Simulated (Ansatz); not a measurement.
System: ClH₃HfO₃.

```csv
atom,x (Å),y (Å),z (Å)
Hf,-0.2376,-0.2804,-0.0449
O,-0.3780,-0.2609,1.8662
H,-0.4143,-0.1712,2.8156
O,1.6076,-0.2869,-0.5630
H,2.5366,-0.2191,-0.7702
O,-1.1162,1.2567,-0.7786
H,-1.4929,2.0720,-1.1013
Cl,-1.2890,-2.2525,-0.8821
```

Core potentials replace the inner electrons of Hf.

Computed with RKS PBE0/def2-SVP in Ansatz.

What can the converged electron density and electron localisation function tell about the bonding?

Hf–O (1.92 Å): ρ is about 0.88 e/Å³ halfway; the ELF peaks at about 0.80 in the valence shell of O, 0.6 Å from its nucleus, and drops to about 0.20 between the two atoms.
O–H (0.95 Å): the density is about 3.7 e/Å³ at the midpoint; the ELF climbs to about 1 towards the hydrogen, as it does in any bond to H (an ordinary covalent bond to hydrogen).

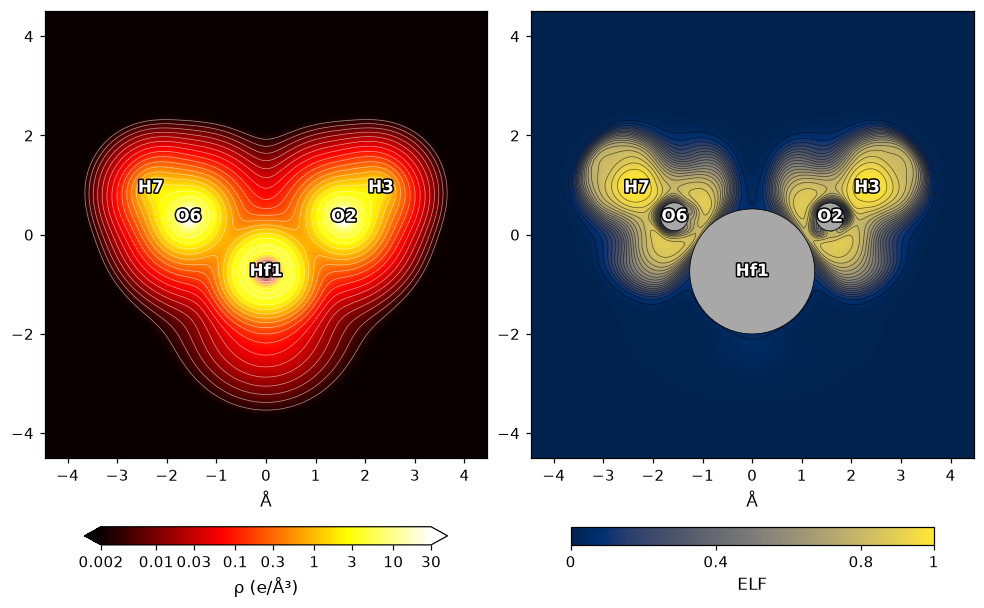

Computed electron density and electron localisation function on the plane of atoms O2, Hf1 and O6, in this order. Grey discs cover the atomic cores in the ELF map. 
